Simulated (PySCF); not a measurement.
# Br²⁺, Br³⁺: ionisation energy in cc-pVDZ-PP with ECP10

Aim: the ionisation energy of bromine from differences of total energies, at each level of theory, and how far each lands from the tabulated value where there is one.

Method: unrestricted determinants in a Gaussian basis, no spin-orbit coupling in the energies. Code: PySCF 2.14.0.

## (1) What is computed

| Property | Result |
| --- | --- |
| Element | bromine (Z = 35) |
| Basis | cc-pVDZ-PP with ECP10MDF (4s3p2d, 23 functions) |
| Hamiltonian | scalar relativity through the core potential |
| State 1 | Br²⁺: [Ar] 3d10 4s2 4p3, high-spin 4S determinant |
| State 2 | Br³⁺: [Ar] 3d10 4s2 4p2, high-spin 3P determinant |
| Methods | UHF, PBE, MN15, MP2, CCSD(T) |
| Core shells frozen in the correlated runs | valence: 3s2 3p6 3d10 (for Br²⁺) |

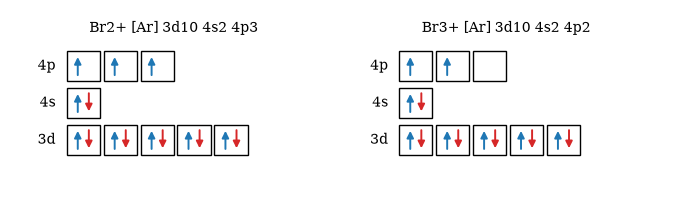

The shells outside the core, filled by Hund's rule for the drawing.

The runs were made by one driver on top of PySCF. The scripts below sum up each run's settings (the driver also hands on starting orbitals that pick excited configurations, and frozen orbitals as a list rather than a count), and the logs come from the driver's own runs. The driver starts from symmetry-adapted Hartree-Fock orbitals, holds the occupation by maximum overlap and uses a logarithmic radial grid for functionals, so a plain start would take other cycles.

The driver's launch:

```console
$ OMP_NUM_THREADS=1 python atomrun2.py TASK.json OUT
```

The integrals over 23 functions and the set-up took 0.09 s of CPU time.

## (2) Br²⁺

UHF:

The input, input.py:

```python
from pyscf import gto, scf, dft, mp, cc
import basis_set_exchange as bse
txt = bse.get_basis("cc-pVDZ-PP", elements=["Br"], fmt="nwchem", header=False)
cut = txt.index("\nECP")
mol = gto.M(atom="Br 0 0 0", charge=2, spin=3, symmetry="D2h",
            basis=gto.basis.parse(txt[:cut]),
            ecp={"Br": gto.basis.parse_ecp(txt[cut:])})
mf = scf.UHF(mol)
mf.irrep_nelec = {'Ag': (4, 4), 'B1g': (1, 1), 'B2g': (1, 1), 'B3g': (1, 1), 'B1u': (2, 1), 'B2u': (2, 1), 'B3u': (2, 1)}
mf.kernel()
```

Standard output:

```text
damping factor = 0
level_shift factor = 0
DIIS = <class 'pyscf.scf.diis.CDIIS'>
diis_start_cycle = 1
diis_space = 10
diis_damp = 0
SCF conv_tol = 1e-09
SCF conv_tol_grad = None
number electrons alpha = 13  beta = 10
cycle= 1 E= -414.337276317787  delta_E= -5.43e-11  |g|= 2.53e-06  |ddm|= 3.14e-05
converged SCF energy = -414.337276317787  <S^2> = 3.7504718  2S+1 = 4.0002359
```

It took 0.04 s on 1 thread of Neoverse-V2, shared host, the integrals not counted.

The occupied shells:

```
shell  electrons  mean orbital energy (eV)  spread (eV)  rms radius (bohr)
 3s α          1                   -292.55            0              0.590
 3s β          1                   -291.58            0              0.590
 3p α          3                   -231.23            0              0.609
 3p β          3                   -230.13            0              0.609
 3d α          5                   -109.99            0              0.642
 3d β          5                   -109.27            0              0.642
 4s α          1                   -52.980            0               1.73
 4s β          1                   -43.353            0               1.73
 4p α          3                   -35.158            0               1.99
```

⟨S²⟩ = 3.750, ⟨L²⟩ = 0.00.

Energies and moments cover only the electrons outside the core potential.

PBE:

Changes to input.py:

```diff
@@ -7,3 +7,3 @@
             ecp={"Br": gto.basis.parse_ecp(txt[cut:])})
-mf = scf.UHF(mol)
+mf = dft.UKS(mol, xc="PBE")
 mf.irrep_nelec = {'Ag': (4, 4), 'B1g': (1, 1), 'B2g': (1, 1), 'B3g': (1, 1), 'B1u': (2, 1), 'B2u': (2, 1), 'B3u': (2, 1)}
```

Standard output:

```text
damping factor = 0
level_shift factor = 0
DIIS = <class 'pyscf.scf.diis.CDIIS'>
diis_start_cycle = 1
diis_space = 10
diis_damp = 0
SCF conv_tol = 1e-09
SCF conv_tol_grad = None
number electrons alpha = 13  beta = 10
XC functionals = PBE
    J. P. Perdew, K. Burke, and M. Ernzerhof.,  Phys. Rev. Lett. 77, 3865 (1996)
    J. P. Perdew, K. Burke, and M. Ernzerhof.,  Phys. Rev. Lett. 78, 1396 (1997)
    J. P. Perdew, K. Burke, and M. Ernzerhof.,  Phys. Rev. Lett. 77, 3865 (1996)
    J. P. Perdew, K. Burke, and M. Ernzerhof.,  Phys. Rev. Lett. 78, 1396 (1997)
cycle= 1 E= -415.571025302535  delta_E= -0.00554  |g|= 0.0306  |ddm|= 0.202
cycle= 2 E= -415.571177931217  delta_E= -0.000153  |g|= 0.00962  |ddm|= 0.0275
cycle= 3 E= -415.571198931838  delta_E= -2.1e-05  |g|= 0.000573  |ddm|= 0.0155
cycle= 4 E= -415.571199085969  delta_E= -1.54e-07  |g|= 2.57e-06  |ddm|= 0.00201
cycle= 5 E= -415.571199085972  delta_E= -3.3e-12  |g|= 2.26e-08  |ddm|= 1.07e-05
converged SCF energy = -415.571199085972  <S^2> = 3.7501676  2S+1 = 4.0000838
```

Time after the integrals: 0.18 s (1 thread of Neoverse-V2, shared host).

MN15:

Changes to input.py:

```diff
@@ -7,3 +7,3 @@
             ecp={"Br": gto.basis.parse_ecp(txt[cut:])})
-mf = dft.UKS(mol, xc="PBE")
+mf = dft.UKS(mol, xc="MN15")
 mf.irrep_nelec = {'Ag': (4, 4), 'B1g': (1, 1), 'B2g': (1, 1), 'B3g': (1, 1), 'B1u': (2, 1), 'B2u': (2, 1), 'B3u': (2, 1)}
```

Standard output:

```text
damping factor = 0
level_shift factor = 0
DIIS = <class 'pyscf.scf.diis.CDIIS'>
diis_start_cycle = 1
diis_space = 10
diis_damp = 0
SCF conv_tol = 1e-09
SCF conv_tol_grad = None
number electrons alpha = 13  beta = 10
XC functionals = MN15
    H. S. Yu, X. He, S. L. Li, and D. G. Truhlar.,  Chem. Sci. 7, 5032-5051 (2016)
    H. S. Yu, X. He, S. L. Li, and D. G. Truhlar.,  Chem. Sci. 7, 5032-5051 (2016)
cycle= 1 E= -416.0135725514  delta_E= -0.0264  |g|= 0.0488  |ddm|= 0.247
cycle= 2 E= -416.014062282041  delta_E= -0.00049  |g|= 0.0139  |ddm|= 0.0724
cycle= 3 E= -416.014103498031  delta_E= -4.12e-05  |g|= 0.000195  |ddm|= 0.0198
cycle= 4 E= -416.014103512513  delta_E= -1.45e-08  |g|= 1.33e-05  |ddm|= 0.00045
cycle= 5 E= -416.014103512654  delta_E= -1.41e-10  |g|= 1.37e-06  |ddm|= 6.39e-05
converged SCF energy = -416.014103512654  <S^2> = 3.7501769  2S+1 = 4.0000885
```

Time after the integrals: 0.32 s (1 thread of Neoverse-V2, shared host).

MP2 (valence):

Changes to input.py:

```diff
@@ -7,4 +7,5 @@
             ecp={"Br": gto.basis.parse_ecp(txt[cut:])})
-mf = dft.UKS(mol, xc="MN15")
+mf = scf.UHF(mol)
 mf.irrep_nelec = {'Ag': (4, 4), 'B1g': (1, 1), 'B2g': (1, 1), 'B3g': (1, 1), 'B1u': (2, 1), 'B2u': (2, 1), 'B3u': (2, 1)}
 mf.kernel()
+mp.UMP2(mf, frozen=9).kernel()
```

This step left no log, only its results.

It took 0.01 s on 1 thread of Neoverse-V2, shared host, the integrals not counted.

With 5 electrons correlated, the MP2 correlation energy is -0.05736 hartree (-0.01499 same spin, -0.04237 opposite spin); the SCS form gives -0.05584. Largest pairs of shells: 4s-4p -0.0382, 4p-4p -0.0137, 4s-4s -0.0055.

CCSD(T) (valence):

Changes to input.py:

```diff
@@ -10,2 +10,3 @@
 mf.kernel()
-mp.UMP2(mf, frozen=9).kernel()
+mycc = cc.CCSD(mf, frozen=9).run()
+mycc.ccsd_t()
```

Standard output:

```text
CC2 = 0
CCSD nocc = (np.int64(4), np.int64(1)), nmo = (14, 14)
frozen orbitals [[0, 1, 2, 3, 4, 5, 6, 7, 8], [0, 1, 2, 3, 4, 5, 6, 7, 8]]
max_cycle = 100
direct = 0
conv_tol = 1e-08
conv_tol_normt = 1e-06
diis_space = 8
diis_start_cycle = 0
Init t2, MP2 energy = -0.0573604420967056
Init E_corr(UCCSD) = -0.0573604421004517
cycle = 1  E_corr(UCCSD) = -0.0688651765421916  dE = -0.0115047344  norm(t1,t2) = 0.0333972
cycle = 2  E_corr(UCCSD) = -0.0712189474374815  dE = -0.0023537709  norm(t1,t2) = 0.00848578
cycle = 3  E_corr(UCCSD) = -0.0719911914712091  dE = -0.000772244034  norm(t1,t2) = 0.00262141
cycle = 4  E_corr(UCCSD) = -0.0719785229914111  dE = 1.26684798e-05  norm(t1,t2) = 0.000245563
cycle = 5  E_corr(UCCSD) = -0.0719788684553911  dE = -3.4546398e-07  norm(t1,t2) = 2.18748e-05
cycle = 6  E_corr(UCCSD) = -0.0719786880241356  dE = 1.80431256e-07  norm(t1,t2) = 3.78368e-06
cycle = 7  E_corr(UCCSD) = -0.0719787903820343  dE = -1.02357899e-07  norm(t1,t2) = 3.4694e-07
cycle = 8  E_corr(UCCSD) = -0.0719787747431356  dE = 1.56388987e-08  norm(t1,t2) = 7.19977e-08
cycle = 9  E_corr(UCCSD) = -0.0719787711432373  dE = 3.59989831e-09  norm(t1,t2) = 2.85403e-08
UCCSD converged
E(UCCSD) = -414.4092550889303  E_corr = -0.07197877114323729
UCCSD(T) correction = -0.00055021557122669
```

It took 0.07 s on 1 thread of Neoverse-V2, shared host, the integrals not counted.

CCSD correlation -0.07198 hartree, triples -0.00055; total -414.409805. T1 = 0.001, largest double amplitude 0.058.

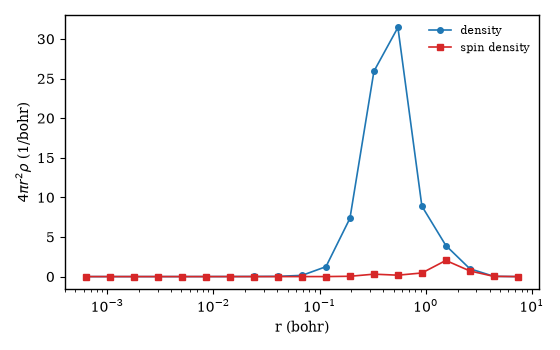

Radial density 4πr²ρ of Br²⁺ at UHF, the electrons outside the core potential, at 19 stored radii joined by straight lines.

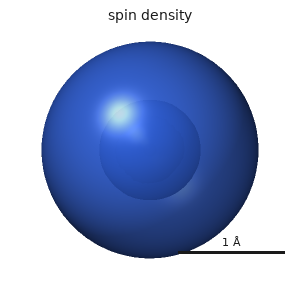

Spin density of Br²⁺ at UHF: surfaces at ±0.25 e/Å³ (blue: excess of up spin, orange: of down spin); z points up.

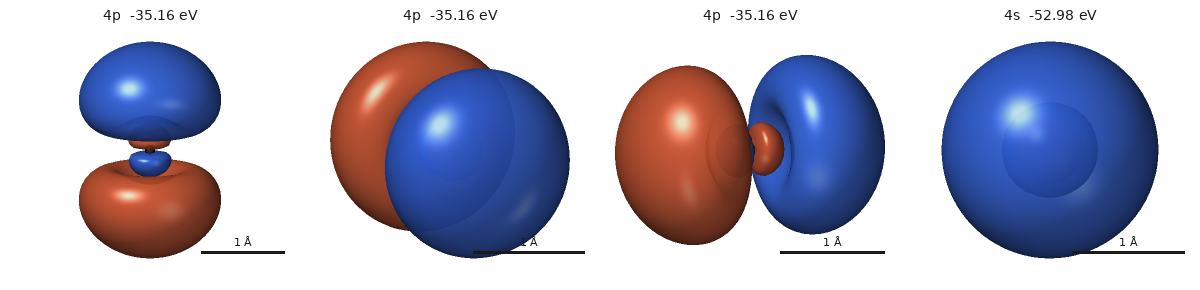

The highest occupied up-spin orbitals of Br²⁺ at UHF, each at the surface that holds about 70 % of its density; the colours give the sign, and each panel has its own scale.

## (3) Br³⁺, method by method

UHF:

The input, input.py:

```python
from pyscf import gto, scf, dft, mp, cc
import basis_set_exchange as bse
txt = bse.get_basis("cc-pVDZ-PP", elements=["Br"], fmt="nwchem", header=False)
cut = txt.index("\nECP")
mol = gto.M(atom="Br 0 0 0", charge=3, spin=2, symmetry="D2h",
            basis=gto.basis.parse(txt[:cut]),
            ecp={"Br": gto.basis.parse_ecp(txt[cut:])})
mf = scf.UHF(mol)
mf.irrep_nelec = {'Ag': (4, 4), 'B1g': (1, 1), 'B2g': (1, 1), 'B3g': (1, 1), 'B1u': (2, 1), 'B2u': (2, 1), 'B3u': (1, 1)}
mf.kernel()
```

Standard output:

```text
damping factor = 0
level_shift factor = 0
DIIS = <class 'pyscf.scf.diis.CDIIS'>
diis_start_cycle = 1
diis_space = 10
diis_damp = 0
SCF conv_tol = 1e-09
SCF conv_tol_grad = None
number electrons alpha = 12  beta = 10
cycle= 1 E= -413.064925803603  delta_E= -0.00359  |g|= 0.0212  |ddm|= 0.0725
cycle= 2 E= -413.065238869999  delta_E= -0.000313  |g|= 0.00629  |ddm|= 0.0217
cycle= 3 E= -413.065269483315  delta_E= -3.06e-05  |g|= 0.000115  |ddm|= 0.0095
cycle= 4 E= -413.065269492765  delta_E= -9.45e-09  |g|= 9.42e-06  |ddm|= 0.000418
cycle= 5 E= -413.065269492835  delta_E= -7e-11  |g|= 1.1e-06  |ddm|= 4.73e-05
converged SCF energy = -413.065269492835  <S^2> = 2.006215  2S+1 = 3.0041405
```

Time after the integrals: 0.05 s (1 thread of Neoverse-V2, shared host).

Orbital energies by shell (radii are means over both spins):

```
shell  electrons  mean orbital energy (eV)  spread (eV)  rms radius (bohr)
 3s α          1                   -307.07            0              0.589
 3s β          1                   -306.37            0              0.589
 3p α          3                   -245.67        0.001              0.609
 3p β          3                   -244.88        0.925              0.609
 3d α          5                   -124.53        0.440              0.640
 3d β          5                   -124.01        0.885              0.640
 4s α          1                   -63.368            0               1.67
 4s β          1                   -56.667            0               1.67
 4p α          2                   -46.596            0               1.89
```

⟨S²⟩ = 2.006, ⟨L²⟩ = 2.02.

Energies and moments cover only the electrons outside the core potential.

PBE:

Changes to input.py:

```diff
@@ -7,3 +7,3 @@
             ecp={"Br": gto.basis.parse_ecp(txt[cut:])})
-mf = scf.UHF(mol)
+mf = dft.UKS(mol, xc="PBE")
 mf.irrep_nelec = {'Ag': (4, 4), 'B1g': (1, 1), 'B2g': (1, 1), 'B3g': (1, 1), 'B1u': (2, 1), 'B2u': (2, 1), 'B3u': (1, 1)}
```

Standard output:

```text
damping factor = 0
level_shift factor = 0
DIIS = <class 'pyscf.scf.diis.CDIIS'>
diis_start_cycle = 1
diis_space = 10
diis_damp = 0
SCF conv_tol = 1e-09
SCF conv_tol_grad = None
number electrons alpha = 12  beta = 10
XC functionals = PBE
    J. P. Perdew, K. Burke, and M. Ernzerhof.,  Phys. Rev. Lett. 77, 3865 (1996)
    J. P. Perdew, K. Burke, and M. Ernzerhof.,  Phys. Rev. Lett. 78, 1396 (1997)
    J. P. Perdew, K. Burke, and M. Ernzerhof.,  Phys. Rev. Lett. 77, 3865 (1996)
    J. P. Perdew, K. Burke, and M. Ernzerhof.,  Phys. Rev. Lett. 78, 1396 (1997)
cycle= 1 E= -414.284136305676  delta_E= -0.00652  |g|= 0.0306  |ddm|= 0.209
cycle= 2 E= -414.284292227781  delta_E= -0.000156  |g|= 0.00895  |ddm|= 0.029
cycle= 3 E= -414.284308938277  delta_E= -1.67e-05  |g|= 0.000281  |ddm|= 0.0119
cycle= 4 E= -414.284308968154  delta_E= -2.99e-08  |g|= 1.65e-05  |ddm|= 0.000832
cycle= 5 E= -414.28430896829  delta_E= -1.36e-10  |g|= 1e-07  |ddm|= 4.52e-05
converged SCF energy = -414.28430896829  <S^2> = 2.0011812  2S+1 = 3.0007874
```

Time after the integrals: 0.16 s (1 thread of Neoverse-V2, shared host).

MN15:

Changes to input.py:

```diff
@@ -7,3 +7,3 @@
             ecp={"Br": gto.basis.parse_ecp(txt[cut:])})
-mf = dft.UKS(mol, xc="PBE")
+mf = dft.UKS(mol, xc="MN15")
 mf.irrep_nelec = {'Ag': (4, 4), 'B1g': (1, 1), 'B2g': (1, 1), 'B3g': (1, 1), 'B1u': (2, 1), 'B2u': (2, 1), 'B3u': (1, 1)}
```

Standard output:

```text
damping factor = 0
level_shift factor = 0
DIIS = <class 'pyscf.scf.diis.CDIIS'>
diis_start_cycle = 1
diis_space = 10
diis_damp = 0
SCF conv_tol = 1e-09
SCF conv_tol_grad = None
number electrons alpha = 12  beta = 10
XC functionals = MN15
    H. S. Yu, X. He, S. L. Li, and D. G. Truhlar.,  Chem. Sci. 7, 5032-5051 (2016)
    H. S. Yu, X. He, S. L. Li, and D. G. Truhlar.,  Chem. Sci. 7, 5032-5051 (2016)
cycle= 1 E= -414.733800268821  delta_E= -0.0286  |g|= 0.0483  |ddm|= 0.24
cycle= 2 E= -414.73429054072  delta_E= -0.00049  |g|= 0.0121  |ddm|= 0.0635
cycle= 3 E= -414.734317996302  delta_E= -2.75e-05  |g|= 0.00045  |ddm|= 0.0124
cycle= 4 E= -414.73431815046  delta_E= -1.54e-07  |g|= 4.36e-05  |ddm|= 0.000609
cycle= 5 E= -414.734318151873  delta_E= -1.41e-09  |g|= 6.02e-07  |ddm|= 6.77e-05
cycle= 6 E= -414.734318151874  delta_E= -5.68e-14  |g|= 1.7e-08  |ddm|= 7.42e-07
converged SCF energy = -414.734318151874  <S^2> = 2.0018572  2S+1 = 3.0012379
```

It took 0.37 s on 1 thread of Neoverse-V2, shared host, the integrals not counted.

MP2 (valence):

Changes to input.py:

```diff
@@ -7,4 +7,5 @@
             ecp={"Br": gto.basis.parse_ecp(txt[cut:])})
-mf = dft.UKS(mol, xc="MN15")
+mf = scf.UHF(mol)
 mf.irrep_nelec = {'Ag': (4, 4), 'B1g': (1, 1), 'B2g': (1, 1), 'B3g': (1, 1), 'B1u': (2, 1), 'B2u': (2, 1), 'B3u': (1, 1)}
 mf.kernel()
+mp.UMP2(mf, frozen=9).kernel()
```

No log was kept for this step.

Time after the integrals: 0.01 s (1 thread of Neoverse-V2, shared host).

With 4 electrons correlated, the MP2 correlation energy is -0.04430 hartree (-0.00686 same spin, -0.03745 opposite spin); the SCS form gives -0.04722. Largest pairs of shells: 4s-4p -0.0273, 4s-4s -0.0125, 4p-4p -0.0045.

CCSD(T) (valence):

Changes to input.py:

```diff
@@ -10,2 +10,3 @@
 mf.kernel()
-mp.UMP2(mf, frozen=9).kernel()
+mycc = cc.CCSD(mf, frozen=9).run()
+mycc.ccsd_t()
```

Standard output:

```text
CC2 = 0
CCSD nocc = (np.int64(3), np.int64(1)), nmo = (14, 14)
frozen orbitals [[0, 1, 2, 3, 4, 5, 6, 7, 8], [0, 1, 2, 3, 4, 5, 6, 7, 8]]
max_cycle = 100
direct = 0
conv_tol = 1e-08
conv_tol_normt = 1e-06
diis_space = 8
diis_start_cycle = 0
Init t2, MP2 energy = -0.0443028930006618
Init E_corr(UCCSD) = -0.0443028930012621
cycle = 1  E_corr(UCCSD) = -0.0559203536513443  dE = -0.0116174607  norm(t1,t2) = 0.0395191
cycle = 2  E_corr(UCCSD) = -0.0591566261526675  dE = -0.0032362725  norm(t1,t2) = 0.0135965
cycle = 3  E_corr(UCCSD) = -0.0607852243839406  dE = -0.00162859823  norm(t1,t2) = 0.00545384
cycle = 4  E_corr(UCCSD) = -0.0607692057575165  dE = 1.60186264e-05  norm(t1,t2) = 0.000746053
cycle = 5  E_corr(UCCSD) = -0.0607751073369797  dE = -5.90157946e-06  norm(t1,t2) = 8.5777e-05
cycle = 6  E_corr(UCCSD) = -0.0607734121766285  dE = 1.69516035e-06  norm(t1,t2) = 8.8957e-06
cycle = 7  E_corr(UCCSD) = -0.0607739218770333  dE = -5.09700405e-07  norm(t1,t2) = 1.36654e-06
cycle = 8  E_corr(UCCSD) = -0.0607737980768541  dE = 1.23800179e-07  norm(t1,t2) = 3.25894e-07
cycle = 9  E_corr(UCCSD) = -0.0607738037731487  dE = -5.6962946e-09  norm(t1,t2) = 4.27553e-08
UCCSD converged
E(UCCSD) = -413.1260432966077  E_corr = -0.06077380377314873
UCCSD(T) correction = -0.000486183304508453
```

It took 0.07 s on 1 thread of Neoverse-V2, shared host, the integrals not counted.

CCSD correlation -0.06077 hartree, triples -0.00049; total -413.126529. T1 = 0.005, largest double amplitude 0.093.

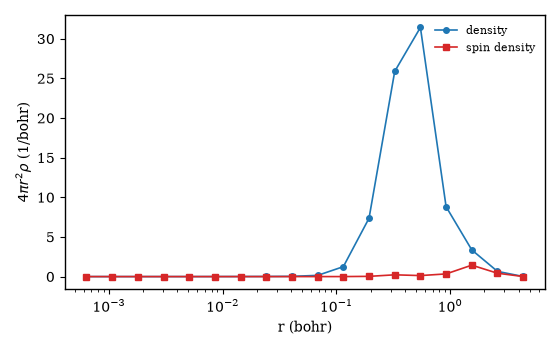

Radial density 4πr²ρ of Br³⁺ at UHF, the electrons outside the core potential, at 18 stored radii joined by straight lines.

## (4) Orbital energies side by side

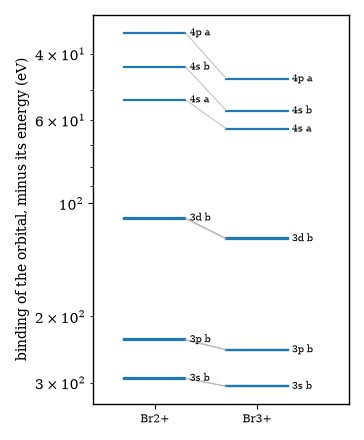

Hartree-Fock orbital energies of the states on a logarithmic scale (a, b: spin up and down; * marks an excited configuration).

## (5) Differences of total energies

Ionisation energy: Br²⁺ [Ar] 3d10 4s2 4p3 (4S) → Br³⁺ [Ar] 3d10 4s2 4p2 (3P).

```
           method  value (eV)  less the reference (eV)  CPU time, both states (s)
              UHF      34.613                   -0.258                       0.09
              PBE      35.018                   +0.147                       0.34
             MN15      34.825                   -0.046                       0.69
    MP2 (valence)      34.968                   +0.097                       0.09
SCS-MP2 (valence)      34.848                   -0.023                       0.09
   CCSD (valence)      34.918                   +0.047                           
CCSD(T) (valence)      34.920                   +0.049                       0.23
```

Reference: 34.871 ± 0.019 eV (measured; NIST Atomic Spectra Database, ionization energies). The reference lies between the lowest fine-structure levels, while these numbers refer to the centres of the terms. Errors of the correlated levels include the incompleteness of this basis.

Times are CPU seconds on a shared host without the integrals; correlated rows include their Hartree-Fock run, whose time holds the symmetry-adapted start and any spin-orbit constants, while functionals begin from orbitals already made.

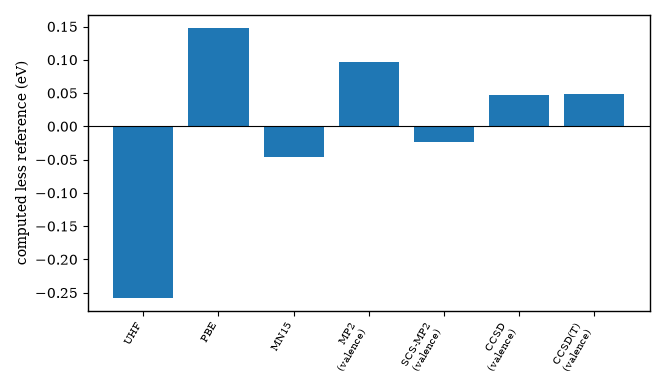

Computed less reference values by method, where the reference is not like for like or is itself uncertain.

## (6) Outcome

| quantity | value |
| --- | --- |
| ionisation energy, Br²⁺ | UHF 34.613, CCSD(T) (valence) 34.920 eV; reference 34.871 ± 0.019 |

Accuracy against cost (mean over 1 difference):

```
           method  mean absolute miss against CCSD(T) (valence) (eV)  CPU time, both states (s)
              UHF                                              0.307                       0.09
              PBE                                              0.098                       0.34
             MN15                                              0.095                       0.69
    MP2 (valence)                                              0.049                       0.09
SCS-MP2 (valence)                                              0.072                       0.09
   CCSD (valence)                                              0.002                           
CCSD(T) (valence)                                              0.000                       0.23
```

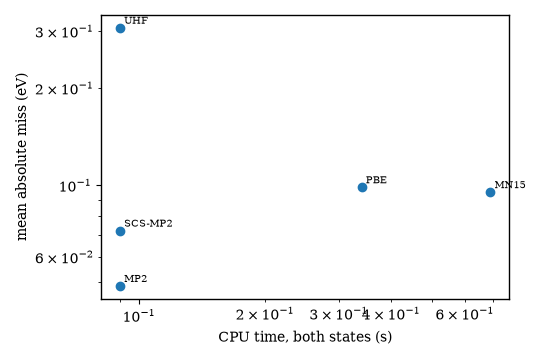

Miss against CCSD(T) (valence) and CPU time.

What this shows: The methods span 0.405 eV, from UHF (34.613) to PBE (35.018). The reference is uncertain or not like for like (spin-orbit coupling or other relativistic terms), so no ranking of close methods is drawn. The basis is finite, and no extrapolation was made. The dearest level timed, MN15, costs 7.7 times the cheapest, UHF, and differs from CCSD(T) (valence) by 0.09 against 0.31 eV; CCSD(T) (valence) in this basis is a yardstick, not the exact answer.
